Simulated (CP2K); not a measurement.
Consider methyloxirane at its PBE geometry (Å).

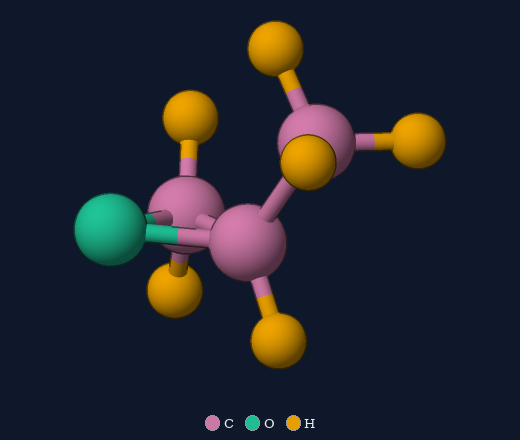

The molecule (carbon pink, oxygen teal, hydrogen orange).

```xyz
10

C    -1.2009   -0.0675    0.3727
C     0.0514    0.4551   -0.2743
C     1.3055   -0.3168   -0.3095
O     1.1494    0.7858    0.6209
H    -0.9504   -0.7623    1.1851
H    -1.7921    0.7575    0.7945
H    -1.8298   -0.5946   -0.3596
H    -0.0942    1.1980   -1.0673
H     1.3319   -1.3103    0.1492
H     2.0292   -0.1449   -1.1117
```

Method: CP2K XAS_TDP, all-electron GAPW, PBEh(45%), aug-cc-pVDZ, TDA, GW2X-corrected core level, no relativity.

Predict the bright core excitations at the O K edge.

Leading lines: O4 535.30 eV. The leading line of an atom is its first one with 35 % of the strongest within 2.5 eV of its lowest line over the strength cut. Core ionisation energies at this level: O4 537.98 eV.

The first six lines of each atom with a strength over 0.0015:

```
              atom  energy (eV)  states  strength, one atom  above the computed threshold
O4 (bonded to 2 C)       535.30       1              0.0366                              
                         535.78       1              0.0421                              
                         537.72       1              0.0051                              
                         538.61       1              0.0076                           yes
                         538.75       1              0.0020                           yes
                         538.99       1              0.0064                           yes
```

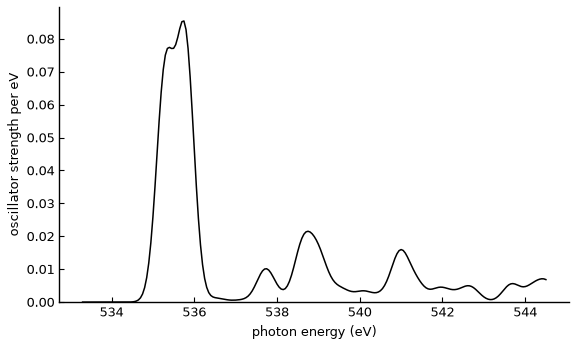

All atoms added, broadened by 0.5 eV.

Lines are vertical, at one geometry, with no vibrational structure. GW2X ionisation energies and lines can be off by 1 to 2 eV either way, and a good line position may hide errors that cancel. These values hold no scalar relativity, about 0.4 eV for O 1s. Rydberg lines, and the discretised continuum above threshold, depend on the basis and the box.

[Banner, clock and machine lines of the logs are left out without a mark of their own.]

[Logs are printed without paths, hosts, clocks, repeated set-up lines and the standing remarks that a program may print on its own settings, such as how far it seeks lower states.]

[Hosts, paths, dates, database ids (printed as entryN), source tags and the programs' standing remarks are cut or masked in the printed files.]
